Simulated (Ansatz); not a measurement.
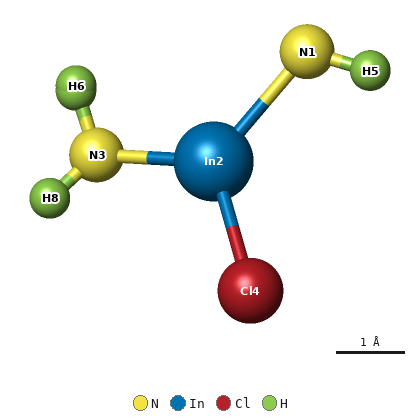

*The structure as given in the input (ball-and-stick view, seen at a tilt; atoms are numbered from 1 in the order of the input). Sticks mark near contacts.*

Bond lengths as drawn: Cl–In 2.27 Å, H–H 0.07 Å, H–N 0.98 to 1.07 Å and In–N 1.95 to 2.14 Å.

Single-point calculation of InN$_{2}$H$_{4}$Cl

InN$_{2}$H$_{4}$Cl, multiplicity 3, computed with UKS B3LYP-d3bj/STO-3G (Ansatz 0.2.0).

Some settings of this run were made unusual or wrong on purpose. The geometry comes from this level: PBE0-D4/def2-TZVP.

Input file:
```yaml
crystal:
  periodic: [false, false, false]
  atoms:
    - {symbol: N, position_ang: [-0.123463, 1.855383, -0.234039]}
    - {symbol: In, position_ang: [-0.342275, -0.271815, -0.231968]}
    - {symbol: N, position_ang: [0.746418, -1.523582, 0.790899]}
    - {symbol: Cl, position_ang: [-1.833559, -1.097799, -1.736952]}
    - {symbol: H, position_ang: [-0.922917, 2.349042, -0.544776]}
    - {symbol: H, position_ang: [1.661054, -1.040677, 1.045265]}
    - {symbol: H, position_ang: [1.611054, -1.090677, 1.045265]}
    - {symbol: H, position_ang: [0.830761, -2.436953, 0.445199]}
basis:
  gaussian: {orbitals: STO-3G, nuclear_model: gaussian}
magnetization: {spin_polarized: true, initial_magnetization: 2}
hamiltonian: {xc: {name: B3LYP}, dispersion: d3bj}
accuracy: high
```

Launched with:
```bash
ansatz run in.yaml --threads 4 --pin off --events-out ev --progress --plain --max-ram 10444MiB
```

What the program printed:
```
Functional definition: B3LYP
  name "B3LYP"
  cite "Stephens, Devlin, Chabalowski & Frisch, J. Phys. Chem. 98, 11623 (1994) doi:10.1021/j100096a001"
  cite "Becke, Phys. Rev. A 38, 3098 (1988) doi:10.1103/PhysRevA.38.3098"
  cite "Lee, Yang & Parr, Phys. Rev. B 37, 785 (1988) doi:10.1103/PhysRevB.37.785"
  cite "Vosko, Wilk & Nusair, Can. J. Phys. 58, 1200 (1980) doi:10.1139/p80-159"
  parameter a0 = 0.2
  parameter ax = 0.72
  parameter ac = 0.81
  exchange = (1 - a0 - ax)*slater_x + ax*b88_x + a0*exact_x
  correlation = (1 - ac)*vwn_rpa_c + ac*lyp_c
982 factors; integrals over basis functions are off by at most 5.4e-9 eV
mean field evaluation 1: about -169884.0631 eV, gradient 4.7e1 eV
mean field evaluation 2: about -169781.6761 eV, gradient 9.0e1 eV
mean field evaluation 4: about -169906.7929 eV, gradient 1.3e1 eV
mean field evaluation 8: about -169908.1838 eV, gradient 1.0e-1 eV
mean field evaluation 16: about -169908.2112 eV, gradient 1.7e-4 eV
mean field -169908.21118737 eV, -6244.0115932137 hartree, gradient 2.3e-8 eV, S^2 2.008242; 2 other end points of the search recorded, 0 dependent functions left out
reference -169908.21122277 eV, -6244.0115945149 hartree; 43, 41 occupied and 7, 9 virtual orbitals, 982 factors
Total energy: -169908.50501234 eV, -6244.0223910825 hartree
```

Outcome:

- outcome: converged
- total energy: −169908.5050 eV
- mean-field energy: −169908.2112 eV
- dispersion energy: −0.2938 eV
- ⟨S²⟩: 2.008
- SCF solution under orbital rotations: stable
- hardware: 4 threads of Arm Neoverse N1, 23 GiB of memory available, shared host
- wall time: 4.3 s (CPU time 16 s)
- peak memory: 0.3 GiB

What went wrong:

This input holds a deliberate fault: two atoms are placed far too close. The run converged all the same; its numbers are those of the faulty input and shouldn't be used.
